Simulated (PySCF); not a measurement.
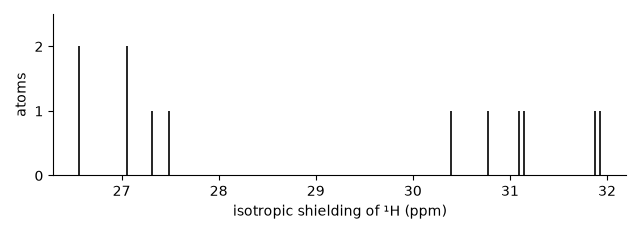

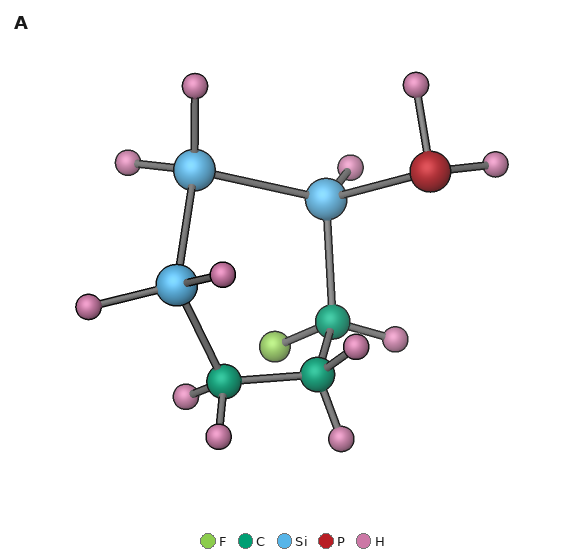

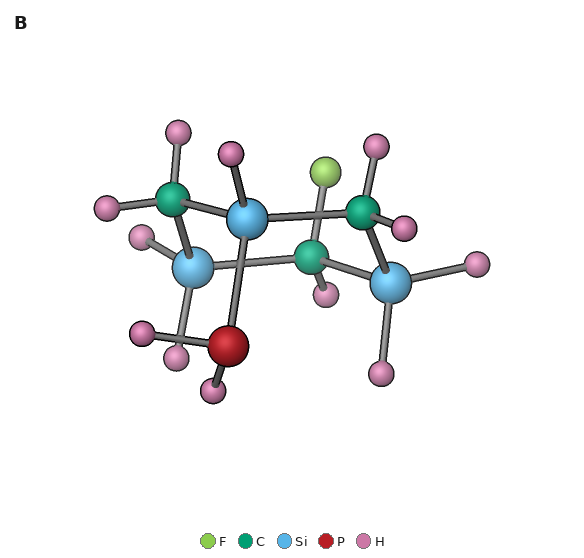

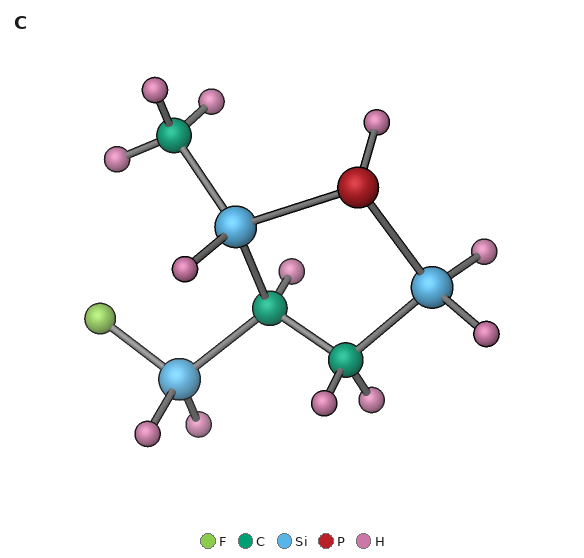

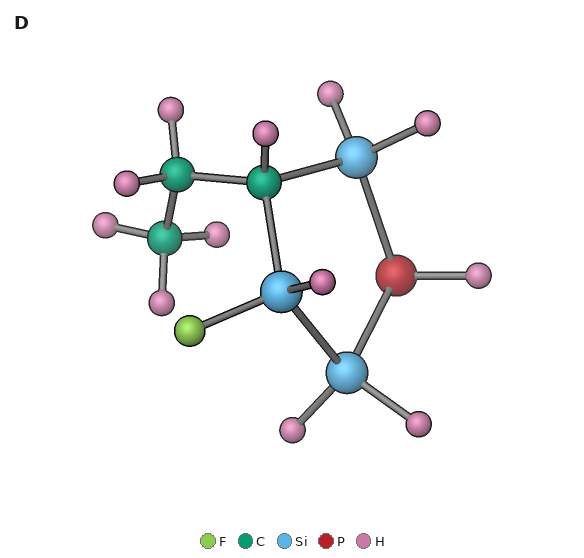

The sticks are computed shieldings of one of the molecules, for one fixed geometry (GFN2-xTB) without averaging over rotations. Low shielding means a high chemical shift. Method: GIAO PBE0/pcSseg-1 NMR shielding, non-relativistic, gas phase (PySCF 2.14.0).

> Match the spectrum to a structure.

B, `F[C@H]1[SiH2]C[Si@H](P)C[SiH2]1`. Its 12 H atoms give lines at 26.56 (2 atoms), 27.06 (2 atoms), 27.31, 27.49, 30.39, 30.77, 31.09, 31.15, 31.88, 31.93 ppm.

The geometry is semi-empirical. Around P, Si such bond lengths and angles can be off by a tenth of an ångström or more and by several degrees, and values that hang on the shape move with them.
